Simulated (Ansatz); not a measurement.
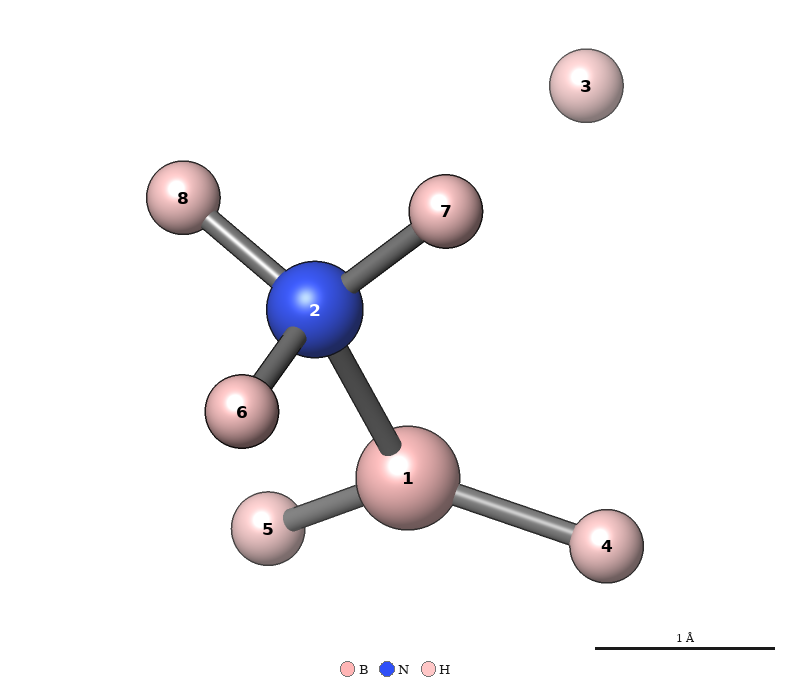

Simulated data, not a measurement (program: Ansatz).

Orthographic view. Distant atoms are faded towards the background colour. The species has charge +1 and is a spin doublet. Geometry: a fixed input geometry, not necessarily a minimum.

List the bonded neighbours of every atom.

B1: N2, H4, H5
N2: B1, H6, H7, H8
H3: none
H4: B1
H5: B1
H6: N2
H7: N2
H8: N2
